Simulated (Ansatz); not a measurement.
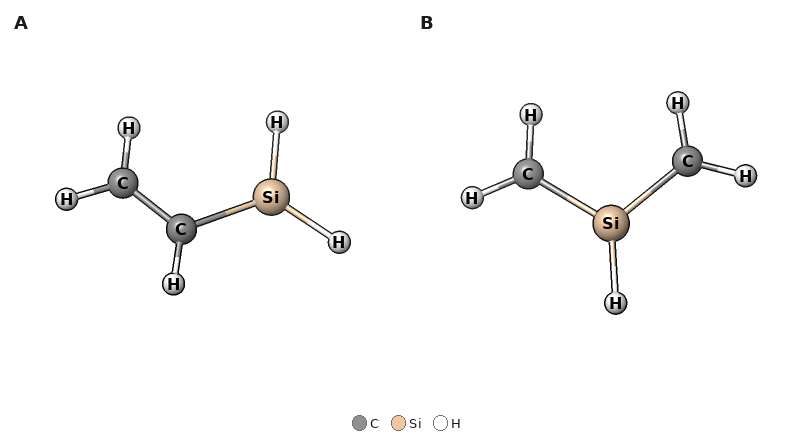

2 stationary structures of one formula. The species has charge +1 and is a spin singlet. Geometries: PBE0-D4/def2-TZVP. Electronic energies: RHF-CCSD(T) (frozen core)/def2-TZVPP (Ansatz 0.2.0), without zero-point energy. No frequency run is at hand to confirm each as a minimum. Each is one conformer, not always the lowest.

Which structure is the most stable?

A is lowest (Cs); B lies 142.4 kJ/mol above it (C2v).

Give E(B) − E(A) in kJ/mol at these levels too: RHF-CCSD(T) (frozen core)/def2-TZVPP; PBE-D4/def2-TZVPP; B3LYP-D4/def2-TZVPP; ωB97M-V/def2-TZVPP; PBE0-D4/def2-TZVPP; PBE0-D4/def2-TZVP; r2SCAN-D4/def2-TZVPP.

```csv
level,E(B) − E(A) (kJ/mol)
RHF-CCSD(T) (frozen core)/def2-TZVPP,+142.4
PBE-D4/def2-TZVPP,+140.5
B3LYP-D4/def2-TZVPP,+155.9
ωB97M-V/def2-TZVPP,+181.9
PBE0-D4/def2-TZVPP,+165.0
PBE0-D4/def2-TZVP,+165.6
r2SCAN-D4/def2-TZVPP,+146.4
```
